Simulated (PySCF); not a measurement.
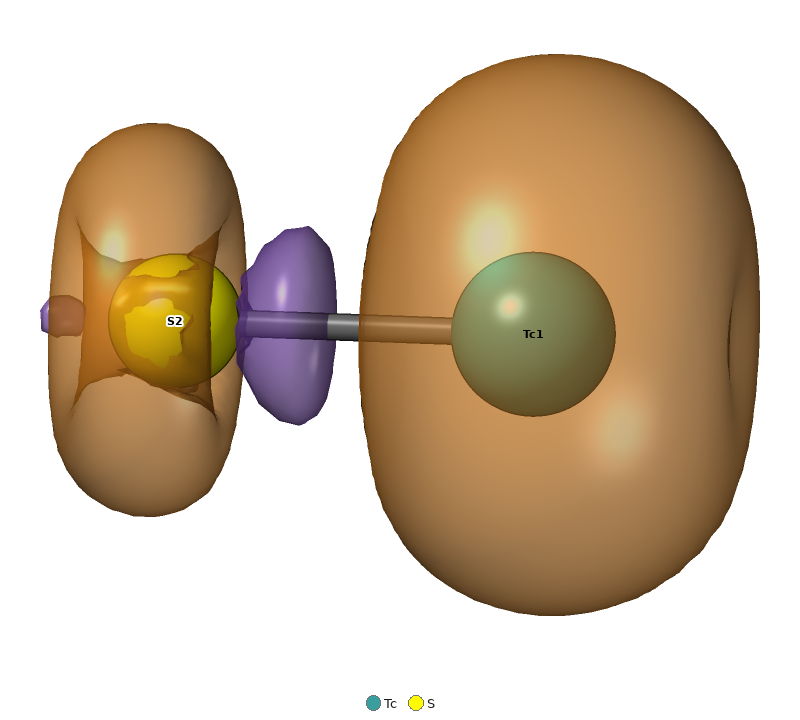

TcS (sextet). Isosurfaces of the spin density (α minus β) at +0.05 (orange) and −0.05 e/Å³ (purple), seen from one side.

Core potentials replace the inner electrons of Tc.

Level of theory: PBE0/def2-TZVPP, non-relativistic Hamiltonian with scalar-relativistic core potentials where named, at a bond length of 2.112 Å (PySCF 2.14.0).

### Which atoms carry the spin?

The unpaired spin (5 electrons) lies mostly on Tc1 (about 4.5) and S2 (about 0.5), in electrons by Hirshfeld's partition.
